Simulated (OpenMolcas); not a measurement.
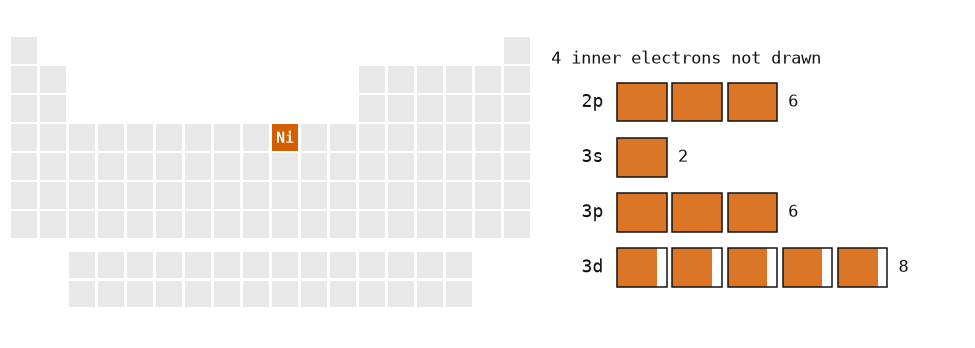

Left, the place of nickel in the periodic table; right, the outer shells of the leading configuration of the lowest level: a box for each of the 2l + 1 orbitals, shaded by the share of the shell that is filled, with the electron count at the right.

## Multiconfigurational calculation for Ni²⁺ complex

System: Ni²⁺ with 6 ligands (F; octahedron, 2 Å), embedded in CsCaF3 by model potentials and point charges, whose field is part of the energies.
Method: state-averaged CASSCF, active space 8 electrons in the shell 3d, basis ANO-RCC-VTZP on the metal and ANO-RCC-VDZP on the ligands, DKH2 scalar Hamiltonian, spin-orbit coupling by RASSI with atomic mean-field integrals (OpenMolcas).

## Output (extracts)
```
--- SEWARD ---
Basis set label: NI.ANO-RCC...6S5P3D2F1G.

      Electronic valence basis set:
      ------------------
      Associated Effective Charge  28.000000 au
      Associated Actual Charge     28.000000 au
      Nuclear Model: Point charge

      Shell  nPrim  nBasis  Cartesian Spherical Contaminant
         s      21       6        X
         p      15       5        X
         d      10       3                 X
         f       6       2                 X
         g       4       1                 X
                  Relativistic Douglas-Kroll-Hess integrals:
                    - DKH order of Hamiltonian: 2
                    - DKH order of Properties : 0
                  Atomic mean-field integrals
--- RASSCF ---
Wave function specifications:
      -----------------------------

      Number of closed shell electrons          78
      Number of electrons in active shells       8
      Max number of holes in RAS1 space          0
      Max nr of electrons in RAS3 space          0
      Number of inactive orbitals               39
      Number of active orbitals                  5
      Number of secondary orbitals             123
      Spin quantum number                      1.0
      State symmetry                             1
Orbital specifications:
      -----------------------

      Symmetry species                           1   2
                                                ag  au
      Frozen orbitals                            0   0
      Inactive orbitals                         18  21
      Active orbitals                            5   0
      RAS1 orbitals                              0   0
      RAS2 orbitals                              5   0
      RAS3 orbitals                              0   0
      Secondary orbitals                        61  62
      Deleted orbitals                           0   0
      Number of basis functions                 84  83
      Number of CSFs                            10
      Number of root(s) required                10
      Iter CI   SX   CI       RASSCF       Energy    max ROT     max BLB   max BLB  Level Ln srch  Step   QN
          iter iter root      energy       change     param      element    value   shift minimum  type update
 Nr of preliminary CI iterations:   1
      Total energies have been shifted. Add                -2000.00 au
        1   1   14    0  -117.47770626    0.00E+00  -5.14E-02   14  55 2 -3.36E-01*  1.24   0.00    SX    NO
        2   1   14    0  -118.17654795   -6.99E-01* -3.82E-02   21  33 1  1.02E-01*  0.90   0.00    SX    NO
        3   1   13    0  -118.24932437   -7.28E-02* -1.32E-02   21  27 1  3.33E-02*  0.86   0.00    SX    NO
        4   1   12    0  -118.25775791   -8.43E-03*  3.93E-03    5  33 2  1.66E-02*  0.83   0.00    SX    NO
        5   1   11    0  -118.25952550   -1.77E-03*  4.69E-03   21  24 2  9.52E-03*  0.84   1.55    QN   YES
        6   1   11    0  -118.26014942   -6.24E-04* -8.17E-04   23  29 1 -3.37E-03*  0.83   0.98    QN   YES
        7   1   10    0  -118.26019870   -4.93E-05* -4.53E-04    6  47 1 -1.10E-03*  0.83   1.56    LS   YES
        8   1   10    0  -118.26020593   -7.23E-06* -2.79E-04    4  32 2 -2.57E-03*  0.83   1.00    QN   YES
        9   1    9    0  -118.26021472   -8.78E-06* -1.35E-04    6  34 2 -4.31E-04*  0.83   1.31    QN   YES
       10   1    7    0  -118.26021546   -7.47E-07* -3.26E-05    6  34 2  8.62E-05   0.83   1.10    QN   YES
       11   1    7    0  -118.26021546    4.49E-10  -6.36E-06    6  34 2  4.11E-05   0.83   0.29    QN   YES
      Convergence after 11 iterations
       12   1    7    0  -118.26021547   -3.71E-09  -6.36E-06    6  34 2  1.26E-05   0.83   0.29    QN   YES
      Natural orbitals and occupation numbers for root  1
      sym 1:   2.000000   1.000000   2.000000   2.000000   1.000000
      Natural orbitals and occupation numbers for root  2
      sym 1:   1.000015   1.999985   1.000015   2.000000   1.999985
      Natural orbitals and occupation numbers for root  3
      sym 1:   1.999760   1.999760   2.000000   1.000240   1.000240
::    RASSCF root number  1 Total energy:  -2118.32318059
::    RASSCF root number  2 Total energy:  -2118.29280922
::    RASSCF root number  3 Total energy:  -2118.29280922
::    RASSCF root number  4 Total energy:  -2118.29280922
::    RASSCF root number  5 Total energy:  -2118.27037622
::    RASSCF root number  6 Total energy:  -2118.27037622
::    RASSCF root number  7 Total energy:  -2118.27037622
::    RASSCF root number  8 Total energy:  -2118.19647257
::    RASSCF root number  9 Total energy:  -2118.19647257
::    RASSCF root number 10 Total energy:  -2118.19647257
--- RASSCF ---
Wave function specifications:
      -----------------------------

      Number of closed shell electrons          78
      Number of electrons in active shells       8
      Max number of holes in RAS1 space          0
      Max nr of electrons in RAS3 space          0
      Number of inactive orbitals               39
      Number of active orbitals                  5
      Number of secondary orbitals             123
      Spin quantum number                      0.0
      State symmetry                             1
Orbital specifications:
      -----------------------

      Symmetry species                           1   2
                                                ag  au
      Frozen orbitals                            0   0
      Inactive orbitals                         18  21
      Active orbitals                            5   0
      RAS1 orbitals                              0   0
      RAS2 orbitals                              5   0
      RAS3 orbitals                              0   0
      Secondary orbitals                        61  62
      Deleted orbitals                           0   0
      Number of basis functions                 84  83
      Number of CSFs                            15
      Number of root(s) required                15
      Iter CI   SX   CI       RASSCF       Energy    max ROT     max BLB   max BLB  Level Ln srch  Step   QN
          iter iter root      energy       change     param      element    value   shift minimum  type update
 Nr of preliminary CI iterations:   1
      Total energies have been shifted. Add                -2000.00 au
        1   1   10    0  -118.17516290    0.00E+00   9.65E-03   22  28 1 -1.08E-02*  0.85   0.00    SX    NO
        2   1   10    0  -118.17550550   -3.43E-04*  4.83E-03    7  32 2 -5.92E-03*  0.86   0.00    SX    NO
        3   1    9    0  -118.17556795   -6.25E-05* -1.70E-03   22  28 1 -2.68E-03*  0.85   0.00    SX    NO
        4   1    9    0  -118.17558062   -1.27E-05*  9.73E-04    7  32 2 -1.45E-03*  0.85   0.00    SX    NO
        5   1    8    0  -118.17558334   -2.73E-06* -5.38E-04   22  28 1 -7.36E-04*  0.85   0.99    QN   YES
        6   1    7    0  -118.17558414   -7.97E-07*  1.03E-04   22  28 1 -1.39E-04*  0.85   1.21    QN   YES
        7   1    6    0  -118.17558414    3.42E-09   5.17E-05   10  24 1  2.50E-05   0.85   0.28    LS   YES
      Convergence after  7 iterations
        8   1    6    0  -118.17558412    1.40E-08*  5.17E-05   22  28 1 -7.38E-05   0.85   0.28    LS   YES
      Natural orbitals and occupation numbers for root  1
      sym 1:   1.076703   1.999978   1.924601   1.922015   1.076703
      Natural orbitals and occupation numbers for root  2
      sym 1:   1.076703   1.897751   1.973128   1.975714   1.076703
      Natural orbitals and occupation numbers for root  3
      sym 1:   1.170778   1.827908   1.171670   1.829651   1.999993
::    RASSCF root number  1 Total energy:  -2118.23726582
::    RASSCF root number  2 Total energy:  -2118.23726582
::    RASSCF root number  3 Total energy:  -2118.21141965
::    RASSCF root number  4 Total energy:  -2118.21141965
::    RASSCF root number  5 Total energy:  -2118.21141965
::    RASSCF root number  6 Total energy:  -2118.18870899
::    RASSCF root number  7 Total energy:  -2118.17908501
::    RASSCF root number  8 Total energy:  -2118.17908501
::    RASSCF root number  9 Total energy:  -2118.17908501
::    RASSCF root number 10 Total energy:  -2118.16123251
::    RASSCF root number 11 Total energy:  -2118.16123251
::    RASSCF root number 12 Total energy:  -2118.15786447
::    RASSCF root number 13 Total energy:  -2118.15786447
::    RASSCF root number 14 Total energy:  -2118.15786447
::    RASSCF root number 15 Total energy:  -2118.00294882
--- RASSI ---
SPIN-FREE ENERGIES:
  (Shifted by EMIN (a.u.) =      -2118.3231805944)

 SF State       Relative EMIN(au)   Rel lowest level(eV)    D:o, cm**(-1)

     1             0.0000000000        0.0000000000              0.0000
     2             0.0303713688        0.8264470467           6665.7450
     3             0.0303713688        0.8264470467           6665.7450
     4             0.0303713688        0.8264470467           6665.7450
     5             0.0528043703        1.4368801159          11589.2197
     6             0.0528043703        1.4368801159          11589.2197
     7             0.0528043703        1.4368801159          11589.2197
    11             0.0859147762        2.3378601600          18856.1138
    12             0.0859147762        2.3378601600          18856.1138
    13             0.1117609471        3.0411702993          24528.6927
    14             0.1117609471        3.0411702993          24528.6927
    15             0.1117609471        3.0411702993          24528.6927
    10             0.1267080219        3.4479009256          27809.1964
     8             0.1267080219        3.4479009256          27809.1964
     9             0.1267080219        3.4479009256          27809.1964
    16             0.1344716046        3.6591587732          29513.1059
    17             0.1440955868        3.9210406690          31625.3258
    18             0.1440955874        3.9210406846          31625.3259
    19             0.1440955874        3.9210406846          31625.3259
    20             0.1619480856        4.4068319079          35543.4964
    21             0.1619480861        4.4068319221          35543.4965
    22             0.1653161296        4.4984810552          36282.6966
    23             0.1653161296        4.4984810552          36282.6966
    24             0.1653161296        4.4984810552          36282.6966
    25             0.3202317757        8.7139505363          70282.7509
     Dipole printing threshold changed to   1.00000000E+00
Eigenvalues of complex Hamiltonian:
   -----------------------------------
  (Shifted by EMIN (a.u.) =      -2118.3231805944)

 SO State       Relative EMIN(au)   Rel lowest level(eV)    D:o, cm**(-1)

     1            -0.0006416222        0.0000000000              0.0000
     2            -0.0006416222        0.0000000000              0.0000
     3            -0.0006416222        0.0000000000              0.0000
     4             0.0285171051        0.7934493900           6399.6009
     5             0.0285171051        0.7934493898           6399.6009
     6             0.0292014912        0.8120724842           6549.8063
     7             0.0292014912        0.8120724841           6549.8063
     8             0.0292014912        0.8120724840           6549.8063
     9             0.0312064991        0.8666315281           6989.8547
    10             0.0312064991        0.8666315283           6989.8547
    11             0.0312064991        0.8666315283           6989.8547
    12             0.0318595212        0.8844011658           7133.1765
    13             0.0483817628        1.3339942623          10759.3893
    14             0.0509917764        1.4050163513          11332.2211
    15             0.0509917764        1.4050163512          11332.2211
    16             0.0509917764        1.4050163510          11332.2211
    17             0.0552056645        1.5196820878          12257.0627
    18             0.0552056645        1.5196820879          12257.0627
    19             0.0552056645        1.5196820880          12257.0627
    20             0.0552952218        1.5221190657          12276.7182
    21             0.0552952218        1.5221190660          12276.7182
    22             0.0862585825        2.3646750328          19072.3904
    23             0.0862585825        2.3646750330          19072.3904
    24             0.1105698638        3.0262186984          24408.0999
    25             0.1105698638        3.0262186985          24408.0999
    26             0.1105698638        3.0262186984          24408.0999
    27             0.1255672538        3.4343184711          27699.6465
    28             0.1255672538        3.4343184712          27699.6465
    29             0.1266837753        3.4647005687          27944.6947
    30             0.1266837753        3.4647005688          27944.6947
    31             0.1266837753        3.4647005687          27944.6947
    32             0.1281087388        3.5034758001          28257.4380
    33             0.1281087388        3.5034758001          28257.4380
    34             0.1281087388        3.5034758001          28257.4380
    35             0.1291770456        3.5325459112          28491.9043
    36             0.1346617850        3.6817932733          29695.6654
    37             0.1441891891        3.9410471448          31786.6889
    38             0.1441891896        3.9410471605          31786.6890
    39             0.1441891896        3.9410471605          31786.6890
    40             0.1621084597        4.4286553383          35719.5142
    41             0.1621084602        4.4286553525          35719.5143
Weights of the five most important spin-orbit-free states for each spin-orbit state.

 SO State  Total energy (au)           Spin-free states, spin, and weights
 -------------------------------------------------------------------------------------------------------
    1        -0.000642       1 1.0  0.9818    3 1.0  0.0066    2 1.0  0.0061    4 1.0  0.0049   14 0.0  0.0002
    2        -0.000642       1 1.0  0.9818    3 1.0  0.0086    4 1.0  0.0061    2 1.0  0.0029   13 0.0  0.0003
    3        -0.000642       1 1.0  0.9818    2 1.0  0.0086    4 1.0  0.0067    3 1.0  0.0024   15 0.0  0.0003
    4         0.028517       4 1.0  0.5579    3 1.0  0.3925    7 1.0  0.0210    2 1.0  0.0145    6 1.0  0.0084
    5         0.028517       2 1.0  0.6288    3 1.0  0.2507    4 1.0  0.0854    5 1.0  0.0186    6 1.0  0.0131
    6         0.029201       3 1.0  0.4908    4 1.0  0.4908    5 1.0  0.0090    6 1.0  0.0090   17 0.0  0.0003
    7         0.029201       2 1.0  0.4908    4 1.0  0.4901    7 1.0  0.0090    5 1.0  0.0090    3 1.0  0.0007
    8         0.029201       2 1.0  0.4908    3 1.0  0.4901    7 1.0  0.0090    6 1.0  0.0090    4 1.0  0.0007
    9         0.031206       3 1.0  0.4838    4 1.0  0.4838    1 1.0  0.0175    5 1.0  0.0068    6 1.0  0.0068
   10         0.031206       2 1.0  0.4838    4 1.0  0.4834    1 1.0  0.0175    7 1.0  0.0068    5 1.0  0.0068
   11         0.031206       2 1.0  0.4838    3 1.0  0.4834    1 1.0  0.0175    7 1.0  0.0068    6 1.0  0.0068
   12         0.031860       2 1.0  0.3333    3 1.0  0.3333    4 1.0  0.3333    6 1.0  0.0000    5 1.0  0.0000
```

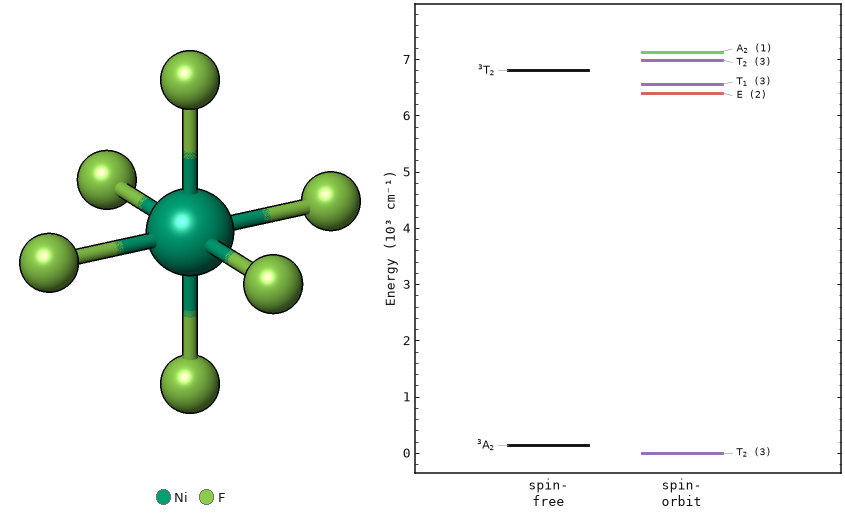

Ni²⁺ (3d⁸) as a dopant in CsCaF₃, a cluster with its 6 nearest F⁻ at 2.000 Å (octahedron) embedded in model potentials and point charges; the geometry was set, not optimised, and its levels. Labels give the representation in O, Td, D4 or D3 as the site allows (double group for half-integer spin) where it could be assigned and, in brackets, the degeneracy; spin-free states, where drawn, share the zero of the spin-orbit levels. The ground level is T₂, 3-fold degenerate, 100 % from states of spin multiplicity 3. The next level lies at 6,400 cm⁻¹ (E). The lowest spin-free state is ³A₂, from the free-ion F term; of the same spin there follows at 6,670 cm⁻¹ (³T₂) above it. A ligand-field fit to the spin-free states gives |10Dq| = 6,490 cm⁻¹, B = 1,290 and C = 4,750 cm⁻¹ (rms misfit 80 cm⁻¹). The active orbitals hold 96 to 99 % metal character (Löwdin), and the Mulliken charge of the metal is +1.71.

## The input
```
&GATEWAY
Basis set
Ni.ANO-RCC-VTZP.
Ni1 0.0 0.0 0.0 Angstrom
End of basis
Basis set
F.ANO-RCC-VDZP.
L1 2.000000 0.000000 0.000000 Angstrom
L2 0.000000 2.000000 0.000000 Angstrom
L3 0.000000 0.000000 2.000000 Angstrom
End of basis
Basis set
Ca.EMB-AIMP.Lopez-Moraza.10s7p.1s1p.ECP.CsCaF3.
PseudoCharge
* 3 symmetry-unique lattice sites within 7.6 angstrom
End of basis
Basis set
Cs.EMB-AIMP.Lopez-Moraza.0s.0s.ECP.CsCaF3.
PseudoCharge
* 16 symmetry-unique lattice sites within 7.6 angstrom
End of basis
Basis set
Ca.EMB-AIMP.Lopez-Moraza.0s.0s.ECP.CsCaF3.
PseudoCharge
* 6 symmetry-unique lattice sites within 7.6 angstrom
End of basis
Basis set
F.EMB-AIMP.Lopez-Moraza.0s.0s.ECP.CsCaF3.
PseudoCharge
* 27 symmetry-unique lattice sites within 7.6 angstrom
End of basis
Symmetry
XYZ
AngMom=0.0 0.0 0.0
AMFI
RICD
XField
1537 Angstrom 0
* Evjen-weighted lattice charges
&SEWARD
&RASSCF
FileOrb=start.orb
Symmetry=1
Spin=3
nActEl=8 0 0
Inactive=18 21
Ras2=5 0
CIRoot=10 10 1
SDav=10
CIMx=300
Iter=150 100
PrWF=0.3
OrbListing=Nothing
MaxOrb=0
LevShft=1.0
>>> COPY $Project.JobIph JOB001
&RASSCF
FileOrb=start.orb
Symmetry=1
Spin=1
nActEl=8 0 0
Inactive=18 21
Ras2=5 0
CIRoot=15 15 1
SDav=15
CIMx=300
Iter=150 100
PrWF=0.3
OrbListing=Nothing
MaxOrb=0
LevShft=1.0
>>> COPY $Project.JobIph JOB002
&RASSI
NrOfJobIphs=2 10 15
1 2 3 4 5 6 7 8 9 10
1 2 3 4 5 6 7 8 9 10 11 12 13 14 15
IphNames
JOB001
JOB002
EJob
SpinOrbit
DIPRint=1.0
SOCoupling=1000.0
Subsets=2
Property=9
'ANGMOM' 1 'ANGMOM' 2 'ANGMOM' 3 'MLTPL  1' 1 'MLTPL  1' 2 'MLTPL  1' 3
'AMFI' 1 'AMFI' 2 'AMFI' 3
SOProperty=3
'ANGMOM' 1 'ANGMOM' 2 'ANGMOM' 3
```

The file start.orb holds starting orbitals from an earlier step. A driver script formed the levels outside the program, from RASSI's spin-orbit matrix and the active-space energies, averaged over the components of each term or state.

Run as:
```bash
OMP_NUM_THREADS=1 MOLCAS_MEM=2457 MOLCAS_PROJECT=a pymolcas a.inp > a.log  # once for each step of the input, in one work folder
```

## Key numbers

- outcome: converged
- energy of the lowest spin-free term: −2118.32318 hartree
- energy of the lowest spin-orbit level: −2118.32382 hartree
- largest spread among components of a term: 0.0 cm⁻¹
- hardware: 1 thread of Arm Neoverse V2, 24 GiB of memory available, shared host
- wall time: 17 s
- peak memory: 0.2 GiB

## Remarks

Without dynamic correlation the splittings between terms come out too large, often by 20 to 50 %. To bear in mind: the geometry is set by hand, with no relaxation.
